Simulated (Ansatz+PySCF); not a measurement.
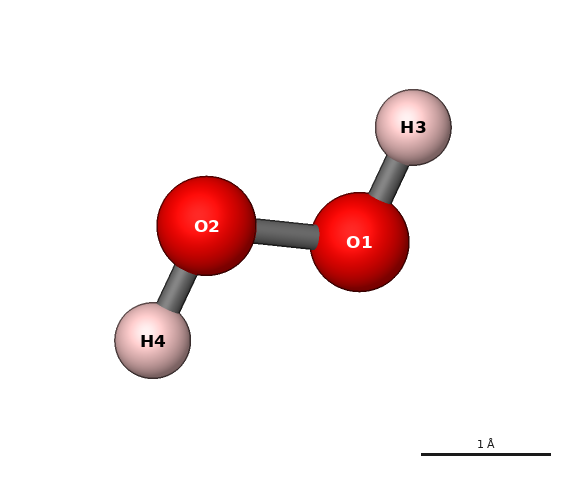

(Drawn from a calculation with Ansatz+PySCF.)

Numbered structure. The species has charge +1 and is a spin doublet. Geometry: a fixed input geometry, not necessarily a minimum.

Question: How are the neighbours of atom 1 arranged?

Answer: O1 has 2 neighbours (O2 at 1.29, H3 at 1.00 Å); the arrangement is bent.
